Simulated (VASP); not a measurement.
Energy against volume of Rh (fcc). Computed with PBE GGA with D3 dispersion (zero damping), VASP's PBE PAW potentials (set 64) (plane waves; VASP 6.6.1).

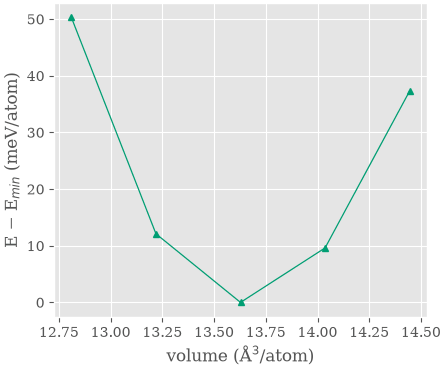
Figure. Energy against volume

Question: Estimate the equilibrium volume and the bulk modulus.

Answer: The minimum lies near 13.6 Å³/atom, and the curvature gives B0 of about 280 GPa.

Measured: bulk modulus 271 GPa at 0 K (computed value off by +4.0 %), as given by H. Levämäki et al., Physical Review B (2014), arXiv:1402.3671 [corrected for temperature and zero-point phonon effects]; a 3.794 Å at 0 K (computed value off by -0.0 %), as given by Daniel Mejia-Rodriguez et al., Physical Review B (2018), arXiv:1807.09216 [static lattice: zero-point anharmonic expansion removed].

The compound is Rh in the fcc structure. It was relaxed first.
